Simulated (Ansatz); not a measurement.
**C2H8O2Sn: molecular dynamics, part 1 of 2**

Purpose: to follow the molecule's vibrations and see whether its bonds hold. The start is relaxed first. Runs: 244 steps of 0.25 fs under a Nosé-Hoover thermostat at 100 K. SMILES of the start: [CH3][Sn]([CH3])([OH])[OH].

All numbers below are computed with Ansatz 0.2.0 (RKS PBE0-D4/def2-SVP).

## (1) Starting point

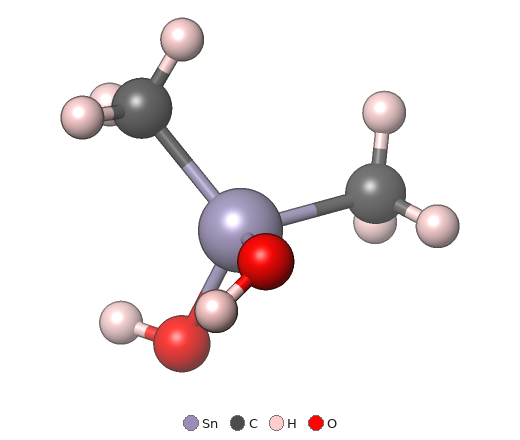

The starting structure, seen from a free direction (tin purple, carbon dark grey, hydrogen pink, oxygen red).

Coordinates:

```xyz
13

Sn    0.0000    0.0000    0.0000
C     0.0000    0.0000    2.1500
H    -0.9996   -0.3092    2.5205
H     0.7676   -0.7111    2.5205
H     0.2320    1.0203    2.5205
O     1.8483    0.0000   -0.6527
H     2.1646   -0.9521   -0.7693
C    -1.0126    1.7544   -0.7160
H    -2.0653    1.5008   -0.9603
H    -0.9943    2.5391    0.0690
H    -0.5023    2.1310   -1.6269
O    -0.9232   -1.5994   -0.6527
H    -1.3778   -2.0650    0.1197
```

## (2) Relaxing the start

input.yaml reads:

```yaml
crystal:
  periodic: [false, false, false]
  atoms:
    - { symbol: Sn, position_ang: [0.0, 0.0, 0.0] }
    - { symbol: C, position_ang: [0.0, 0.0, 2.15] }
    - { symbol: H, position_ang: [-0.9996, -0.3092, 2.5205] }
    - { symbol: H, position_ang: [0.7676, -0.7111, 2.5205] }
    - { symbol: H, position_ang: [0.232, 1.0203, 2.5205] }
    - { symbol: O, position_ang: [1.8483, 0.0, -0.6527] }
    - { symbol: H, position_ang: [2.1646, -0.9521, -0.7693] }
    - { symbol: C, position_ang: [-1.0126, 1.7544, -0.716] }
    - { symbol: H, position_ang: [-2.0653, 1.5008, -0.9603] }
    - { symbol: H, position_ang: [-0.9943, 2.5391, 0.069] }
    - { symbol: H, position_ang: [-0.5023, 2.131, -1.6269] }
    - { symbol: O, position_ang: [-0.9232, -1.5994, -0.6527] }
    - { symbol: H, position_ang: [-1.3778, -2.065, 0.1197] }
basis:
  gaussian: { orbitals: def2-SVP }
hamiltonian:
  xc: pbe0
  dispersion: d4
relax:
  f_tol: 0.02
  max_steps: 40
output:
  orbitals: {}
```

The run is started by

```
> ansatz run input.yaml --threads 2 --pin off --max-ram 3072MiB --backend cpu --events-out ev --progress --plain --runs-dir out
```

Log, shortened:

```text
Warning: RAYON_NUM_THREADS=2 ignored (pool sized by the plan → 2); use --threads N
[...]
Functional definition: PBE0
[...]
1415 factors; integrals over basis functions are off by at most 3.9e-4 eV
[...]
mean field -12118.73911865 eV, -445.3554482340 hartree, gradient 3.2e-5 eV, S^2 0.000000; 0 other end points of the search recorded, 0 dependent functions left out
[...]
reference -12118.73915093 eV, -445.3554494203 hartree; 29, 29 occupied and 93, 93 virtual orbitals, 1415 factors
relax step   1: F+E_penalty+E_count = -12118.95527305 eV  Δ(F+E_penalty+E_count) = +0.000e0 eV  max|allowed force component| = 2.123e0 eV/Å  Δτ_max = 0.0000 Å  (27 SCF iters, accepted)
[...]
relax step   3: F+E_penalty+E_count = -12119.12783865 eV  Δ(F+E_penalty+E_count) = -3.162e-2 eV  max|allowed force component| = 1.179e0 eV/Å  Δτ_max = 0.1024 Å  (30 SCF iters, accepted)
[...]
relax step   5: F+E_penalty+E_count = -12119.15871271 eV  Δ(F+E_penalty+E_count) = -1.258e-2 eV  max|allowed force component| = 4.735e-1 eV/Å  Δτ_max = 0.0378 Å  (31 SCF iters, accepted)
[...]
relax step   7: F+E_penalty+E_count = -12119.21169540 eV  Δ(F+E_penalty+E_count) = -2.228e-2 eV  max|allowed force component| = 8.952e-2 eV/Å  Δτ_max = 0.2000 Å  (30 SCF iters, accepted)
[...]
relax step   9: F+E_penalty+E_count = -12119.22448454 eV  Δ(F+E_penalty+E_count) = -1.184e-2 eV  max|allowed force component| = 3.303e-2 eV/Å  Δτ_max = 0.1580 Å  (30 SCF iters, accepted)
[...]
mean field -12119.01160191 eV, -445.3654618090 hartree, gradient 8.1e-6 eV, S^2 0.000000; 1 other end points of the search recorded, 0 dependent functions left out
[...]
reference -12119.01163462 eV, -445.3654630111 hartree; 29, 29 occupied and 93, 93 virtual orbitals, 1415 factors
Total energy: -12119.22633342 eV, -445.3733530466 hartree
Atom 0 at    -0.130158     0.027530     0.201018 Å, force    -0.001466     0.007574     0.001933 eV/Å
Atom 1 at     0.016727     0.019164     2.330011 Å, force    -0.002191    -0.002796     0.006741 eV/Å
Atom 2 at    -0.938963    -0.291134     2.774461 Å, force     0.002314    -0.001276    -0.000400 eV/Å
Atom 3 at     0.808092    -0.682970     2.626536 Å, force     0.001755     0.004998    -0.000931 eV/Å
Atom 4 at     0.274589     1.024545     2.691445 Å, force     0.000073    -0.002444    -0.001507 eV/Å
Atom 5 at     1.731765    -0.373911    -0.380638 Å, force     0.007537    -0.004931    -0.005388 eV/Å
Atom 6 at     1.814318    -0.415187    -1.340014 Å, force    -0.002350    -0.000856     0.003516 eV/Å
Atom 7 at    -0.933787     1.727472    -0.809791 Å, force    -0.005072     0.007479    -0.000874 eV/Å
Atom 8 at    -1.859818     1.419834    -1.314876 Å, force     0.002875     0.000332     0.000389 eV/Å
Atom 9 at    -1.152229     2.533316    -0.095593 Å, force    -0.000612     0.001733    -0.008435 eV/Å
Atom 10 at    -0.213293     2.091185    -1.555412 Å, force     0.000334     0.001140     0.007166 eV/Å
Atom 11 at    -1.281243    -1.455097    -0.466533 Å, force    -0.001628    -0.007796    -0.001211 eV/Å
Atom 12 at    -0.998600    -2.315948    -0.138314 Å, force    -0.001568    -0.003159    -0.001000 eV/Å
Dipole moment:    -0.071718     0.207582     0.132660 e Å
```

It took 2.5 min on 2 threads of Intel Xeon at 2.50GHz (Skylake/Cascade Lake), shared host; peak memory 0.31 GiB.

Relaxation path:

```
step  energy from step 1 (eV)  largest force component (eV/Å)
   1                   0.0000                          2.1230
   2                  -0.1409                          1.1572
   3                  -0.1726                          1.1789
   4                  -0.1909                          0.6453
   5                  -0.2034                          0.4735
   6                  -0.2341                          0.1557
   7                  -0.2564                          0.0895
   8                  -0.2574                          0.1587
   9                  -0.2692                          0.0330
  10                  -0.2692                          0.0684
  11                  -0.2710                          0.0084
```

Step 1 is the start.

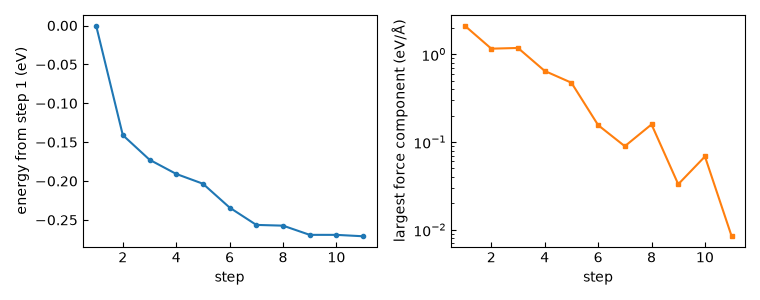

Energy and largest force along the relaxation.

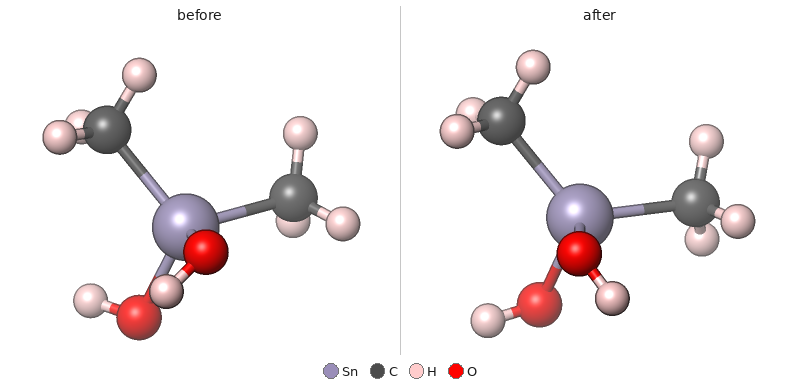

Before and after, at one scale.

After: Bond lengths: Sn1–C2 2.134 Å, C2–H3 1.099 Å, C2–H4 1.099 Å, C2–H5 1.099 Å, Sn1–O6 1.992 Å, O6–H7 0.964 Å, Sn1–C8 2.135 Å, C8–H9 1.099 Å, C8–H10 1.099 Å, C8–H11 1.099 Å, Sn1–O12 1.992 Å, O12–H13 0.964 Å. Angles (14 of 20 angles, heavy atoms first): C2–Sn1–O6 103.1°, C2–Sn1–C8 120.1°, C2–Sn1–O12 111.8°, O6–Sn1–C8 112.0°, O6–Sn1–O12 107.0°, C8–Sn1–O12 102.5°, Sn1–C2–H3 110.2°, Sn1–C2–H4 108.7°, Sn1–C2–H5 109.9°, Sn1–O6–H7 112.3°, Sn1–C8–H9 108.2°, Sn1–C8–H10 110.6°, Sn1–C8–H11 109.8°, Sn1–O12–H13 112.4°.

## (3) Dynamics

244 steps of 0.25 fs under a Nosé-Hoover thermostat at 100 K, from the relaxed start. H is given a mass of 2.014 u.

input.yaml reads:

```yaml
crystal:
  periodic: [false, false, false]
  atoms:
    - { symbol: Sn, position_ang: [-0.130158, 0.02753, 0.201018] }
    - { symbol: C, position_ang: [0.016727, 0.019164, 2.330011] }
    - { symbol: H, position_ang: [-0.938963, -0.291134, 2.774461] }
    - { symbol: H, position_ang: [0.808092, -0.68297, 2.626536] }
    - { symbol: H, position_ang: [0.274589, 1.024545, 2.691445] }
    - { symbol: O, position_ang: [1.731765, -0.373911, -0.380638] }
    - { symbol: H, position_ang: [1.814318, -0.415187, -1.340014] }
    - { symbol: C, position_ang: [-0.933787, 1.727472, -0.809791] }
    - { symbol: H, position_ang: [-1.859818, 1.419834, -1.314876] }
    - { symbol: H, position_ang: [-1.152229, 2.533316, -0.095593] }
    - { symbol: H, position_ang: [-0.213293, 2.091185, -1.555412] }
    - { symbol: O, position_ang: [-1.281243, -1.455097, -0.466533] }
    - { symbol: H, position_ang: [-0.9986, -2.315948, -0.138314] }
basis:
  gaussian: { orbitals: def2-SVP }
hamiltonian:
  xc: pbe0
  dispersion: d4
md:
  timestep: 0.25
  n_steps: 244
  ensemble: nvt_nose_hoover
  temperature: 100.0
  initial_velocities: maxwell_boltzmann
  seed: 546844
  masses: [{ species: H, mass: 2.014 }]
```

The run is started by

```
> ansatz run input.yaml --threads 2 --pin off --max-ram 3072MiB --backend cpu --events-out ev --progress --plain --runs-dir out
```

Log, shortened:

```text
Warning: RAYON_NUM_THREADS=2 ignored (pool sized by the plan → 2); use --threads N
[...]
[... 1 set-up line as earlier in the session ...]
[...]
1413 factors; integrals over basis functions are off by at most 3.1e-4 eV
[...]
mean field -12119.01158509 eV, -445.3654611909 hartree, gradient 5.6e-6 eV, S^2 0.000000; 0 other end points of the search recorded, 0 dependent functions left out
[...]
reference -12119.01161739 eV, -445.3654623781 hartree; 29, 29 occupied and 93, 93 virtual orbitals, 1413 factors
md step     0: t =     0.00 fs  T =   100.0 K  F+E_penalty+E_count = -12119.22628389 eV  E_kin = 0.142186 eV  conserved = -12119.08409789 eV  (28 SCF iters)
[...]
md step    18: t =     4.50 fs  T =    65.4 K  F+E_penalty+E_count = -12119.17691030 eV  E_kin = 0.092930 eV  conserved = -12119.08400799 eV  (24 SCF iters)
[...]
md step    36: t =     9.00 fs  T =    41.5 K  F+E_penalty+E_count = -12119.14279470 eV  E_kin = 0.058984 eV  conserved = -12119.08397081 eV  (21 SCF iters)
[...]
md step    54: t =    13.50 fs  T =    59.3 K  F+E_penalty+E_count = -12119.16799803 eV  E_kin = 0.084378 eV  conserved = -12119.08403773 eV  (24 SCF iters)
[...]
md step    71: t =    17.75 fs  T =    56.4 K  F+E_penalty+E_count = -12119.16344050 eV  E_kin = 0.080259 eV  conserved = -12119.08402103 eV  (24 SCF iters)
md step    72: t =    18.00 fs  T =    56.0 K  F+E_penalty+E_count = -12119.16274502 eV  E_kin = 0.079595 eV  conserved = -12119.08401828 eV  (28 SCF iters)
```

## (4) The output, continued: dynamics from the start

The log, continued, shortened:

```text
md step    73: t =    18.25 fs  T =    55.5 K  F+E_penalty+E_count = -12119.16200841 eV  E_kin = 0.078889 eV  conserved = -12119.08401526 eV  (24 SCF iters)
[...]
md step    97: t =    24.25 fs  T =    47.3 K  F+E_penalty+E_count = -12119.14961363 eV  E_kin = 0.067290 eV  conserved = -12119.08400390 eV  (24 SCF iters)
[...]
md step   121: t =    30.25 fs  T =    71.1 K  F+E_penalty+E_count = -12119.18213978 eV  E_kin = 0.101027 eV  conserved = -12119.08402569 eV  (24 SCF iters)
[...]
md step   145: t =    36.25 fs  T =    57.8 K  F+E_penalty+E_count = -12119.16175501 eV  E_kin = 0.082153 eV  conserved = -12119.08405247 eV  (28 SCF iters)
[...]
md step   169: t =    42.25 fs  T =    38.1 K  F+E_penalty+E_count = -12119.13270038 eV  E_kin = 0.054104 eV  conserved = -12119.08404365 eV  (24 SCF iters)
md step   170: t =    42.50 fs  T =    36.7 K  F+E_penalty+E_count = -12119.13078024 eV  E_kin = 0.052244 eV  conserved = -12119.08403417 eV  (29 SCF iters)
```

(Continued in part 2 of 2.)
